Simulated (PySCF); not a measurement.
Consider C$_{5}$H$_{12}$OSi.

Input file:

```
{"job": {"kind": "nmr", "xc": "PBE0", "basis": "pcSseg-1", "pop": false}, "charge": 0, "multiplicity": 1}
C      3.678000    -0.655600     0.456700
C      2.766000     0.216100     0.063700
O      1.450600    -0.071800     0.052100
Si     0.174800     0.834900    -0.396800
C     -1.306600    -0.311300    -0.089300
C     -2.594000     0.361700    -0.551200
C     -1.423400    -0.720000     1.378100
H      4.720700    -0.402000     0.457800
H      3.400300    -1.641300     0.784500
H      3.029600     1.213000    -0.269400
H      0.105000     2.057000     0.413900
H      0.291300     1.219000    -1.808700
H     -1.178400    -1.225600    -0.678800
H     -3.450000    -0.295900    -0.403900
H     -2.539300     0.621100    -1.605700
H     -2.769100     1.275800     0.012000
H     -0.513600    -1.212200     1.713100
H     -1.593800     0.153200     2.005100
H     -2.257800    -1.406700     1.520100
```

Command:

```sh
OMP_NUM_THREADS=1 python probes_run.py task.json out
```

Geometry: GFN2-xTB, NEB image 0 of 0 to 8.

Method: PBE0/pcSseg-1, SCF density, gas phase, non-relativistic (PySCF 2.14.0).

What can the converged electron density and electron localisation function tell about the bonding?

C–C (1.32 Å): ρ is about 2.4 e/Å³ halfway; the ELF peaks at about 0.95 between the atoms: a multiple bond.
C–O (1.35 Å): ρ at the midpoint is about 2.3 e/Å³, with its minimum of 2 e/Å³ about 0.5 Å from C; the ELF peaks at about 0.90 between the atoms, as expected for a shared but strongly polarised pair.
Si–O (1.63 Å): the density is about 1.1 e/Å³ at the midpoint; the ELF peaks at about 0.85 between the atoms (a short, strongly polar bond).
C–Si (1.90 Å): ρ is about 0.96 e/Å³ halfway; the ELF peaks at about 0.95 between the atoms (localised, covalent bonding).

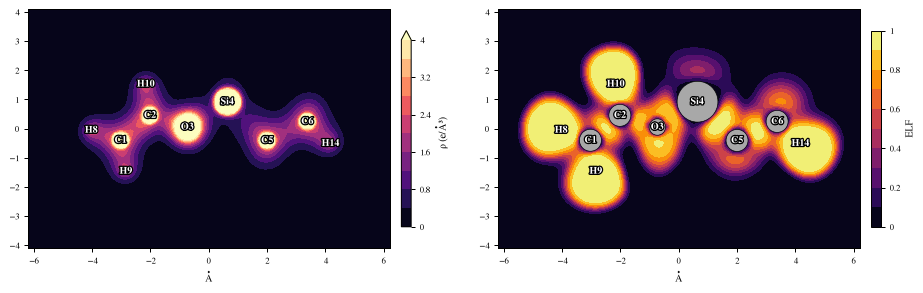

Computed electron density and electron localisation function on the plane of atoms C1, C2 and O3, in this order. Grey discs cover the atomic cores in the ELF map. 
